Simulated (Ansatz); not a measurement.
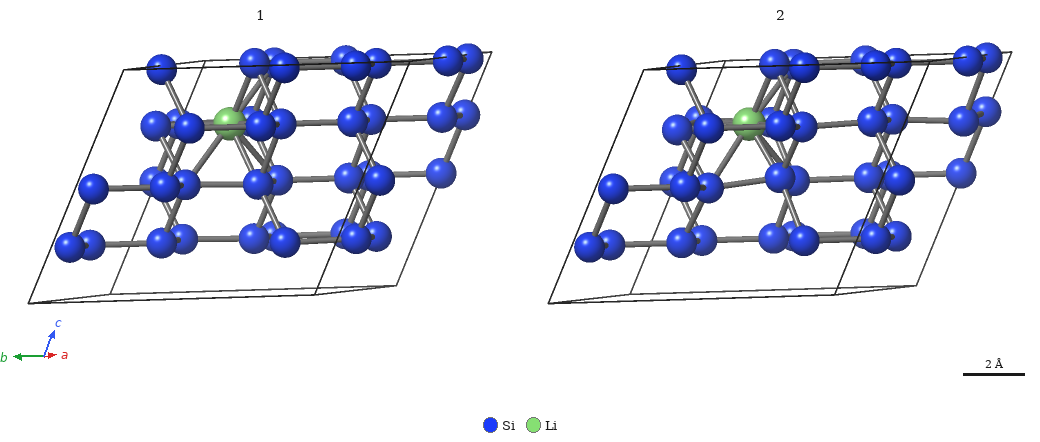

Two geometries of a defect cell of composition LiSi₃₂, drawn at one scale. One is the start of a relaxation, the other its converged end. Style: ball-and-stick. Shown: the cell of the calculation (origin shifted), from a free direction.

These are results of Ansatz, DFT PBE, scalar-relativistic, plane waves, PAW, not measurements. (plane-wave cutoff 420 eV; k-point mesh 2 × 2 × 2; occupations gaussian; smearing width 0.01 eV; mesh shifted by (0.5, 0.5, 0.5); collinear spin; atoms relaxed in a fixed cell; force threshold 0.025 eV/Å; at most 45 steps)

### Which one is relaxed?

Structure 1 is the relaxed one. Case: Li interstitial, charge +0, atoms relaxed at the host's cell. The largest move is that of a Si atom, 0.24 Å roughly along [−2 −1 −3]. By element the largest moves are Si 0.24 Å, Li 0.03 Å. The lattice vectors keep their values. Near-neighbour distances that change, for instance: Li–Si 2.268 → 2.450 Å, Si–Si 2.241 → 2.404 Å, Si–Si 2.495 → 2.362 Å, Si–Si 2.532 → 2.403 Å. Bond angles that change, for instance: Si–Si–Si 121.5° → 107.9°, Si–Si–Si 99.2° → 111.0°, Si–Si–Li 79.0° → 68.9°. The energy falls by 0.973 eV per cell of the calculation in 2 accepted moves (3 points after the start). The largest force component goes from 2.7 to 0.012 eV/Å. 1 step only repeated the SCF at the same geometry. The run took 100 s on 4 threads of Intel(R) Xeon(R) Platinum 8259CL CPU @ 2.50GHz (Skylake/Cascade Lake) (shared host), peak memory 1.7 GiB.
